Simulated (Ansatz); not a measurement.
# Profile along the P–P line in P (space group Cmce)

P (space group Cmce)

```
P
1.0
    1.65499    -5.08255     0.00000
    1.65499     5.08255     0.00000
    0.00000     0.00000     4.12372
P
4
Direct
  0.89349   0.10651   0.42917
  0.10651   0.89349   0.57083
  0.60651   0.39349   0.92917
  0.39349   0.60651   0.07083
```

Fields along a shortest P–P line of a (010) plane (2.22 Å), from P to P, interpolated on the slice's grid (step about 0.2 Å). The numbers are results of LDA (plane waves to 420 eV, PAW, scalar-relativistic; Ansatz, an electronic-structure program), not measurements. k mesh 15×15×11. Near the nuclei the fields are pseudised (PAW); where an atom keeps semicore shells as valence, they peak there. P was relaxed with its symmetry unable to fall. The relaxed volume of P is well below the measured one.

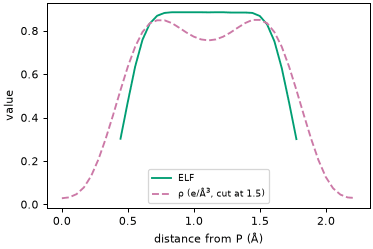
Fig. 1. ELF (away from the nuclei) and valence density from P to P.

Density on the P–P line (2.22 Å) at its midpoint: 0.76 e/Å³. ELF at that point: 0.9. ELF maximum in the middle third of the P–P line: 0.89, 1.0 Å from P.
